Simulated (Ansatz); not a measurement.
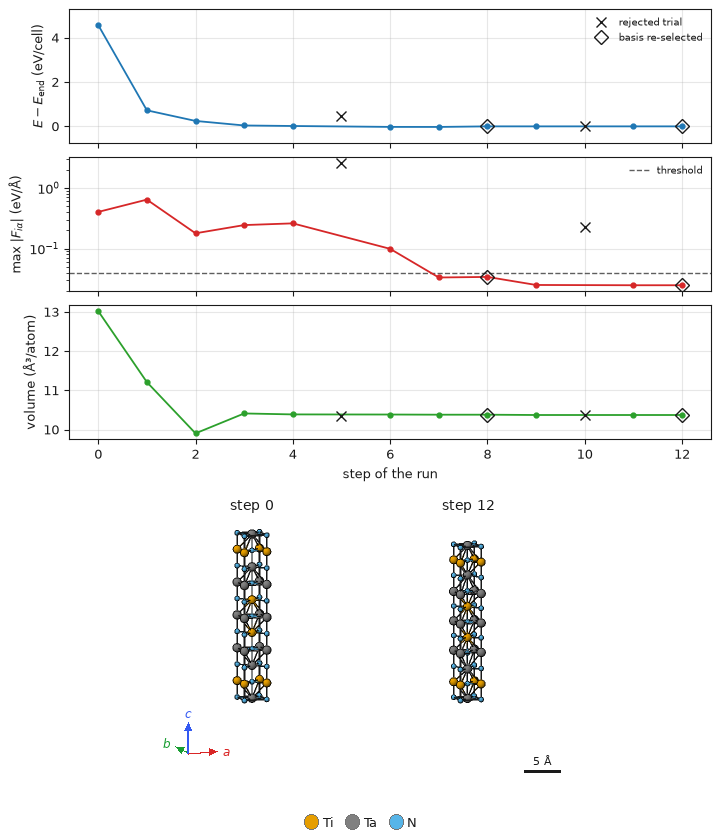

First and last geometry of a relaxation of solid Ta₃Ti₂N₅ (a generated structure, set up in I4/mmm) (coarse preliminary run), with the history of the run. Style: ball-and-stick. Shown: the conventional cell (2 times the calculation's cell), slightly off an axis. Lengths and directions refer to the drawn axes.

Theory: DFT PBE, scalar-relativistic, plane waves, PAW (Ansatz). Settings: plane-wave cutoff 420 eV; k-point mesh 8 × 8 × 8; occupations gaussian; smearing width 0.1 eV; collinear spin; cell and atoms relaxed; force threshold 0.04 eV/Å; at most 70 steps.

Question: What do the curves and the structures tell?

Answer: It converged. After 8 accepted moves (12 points after the start) the energy has fallen by 4.573 eV per cell of the calculation. The largest force component goes from 0.4 to 0.025 eV/Å. The pressure goes from −42.89 to 0.04 GPa. The line search rejected the trial steps at points 5, 10 of the run. The SCF was repeated twice at an unchanged geometry on a basis and grid sized afresh for the cell, which shifted the energy by 26.4 meV per cell of the calculation at most. The largest moves relative to the cell, 0.17 Å, are those of Ta atoms. Largest moves by element: Ta 0.17 Å, N 0.08 Å, Ti 0.03 Å. Cell: a = b 3.327 → 3.077 Å (−7.5 %), c 23.527 → 21.913 Å (−6.9 %). Volume −20.4 %. Near-neighbour distances that change, for instance: Ta–Ti 3.327 → 2.950 Å, N–Ta 2.353 → 2.100 Å, Ta–Ta 3.327 → 3.077 Å, Ti–Ti 3.327 → 3.077 Å. Among the angles between lasting bonds that change: Ta–N–Ta 180.0° → 168.1°, Ti–N–Ta 90.0° → 84.0°, Ta–N–Ta 90.0° → 96.0°. The space group stays I4/mmm (No. 139). The program noted that the starting moments weren't kept.

```tsv
step	E − E(0), meV/atom	largest force component, eV/Å	pressure, GPa	volume, Å³/atom	note
0	0.00	0.4034	-42.89	13.023	
1	-384.94	0.6441	-20.61	11.211	
2	-432.81	0.1791	15.16	9.904	
3	-453.29	0.2448	-1.55	10.412	
4	-455.67	0.2612	-0.68	10.387	
5	-409.62	2.5942	4.22	10.338	rejected
6	-459.77	0.0992	0.12	10.384	
7	-459.95	0.0334	0.16	10.380	
8	-457.30	0.0341	-0.24	10.380	same geometry, new basis
9	-457.35	0.0251	0.04	10.372	
10	-456.90	0.2280	0.07	10.372	rejected
11	-457.35	0.0249	0.04	10.372	
12	-457.33	0.0249	0.04	10.372	same geometry, new basis
```
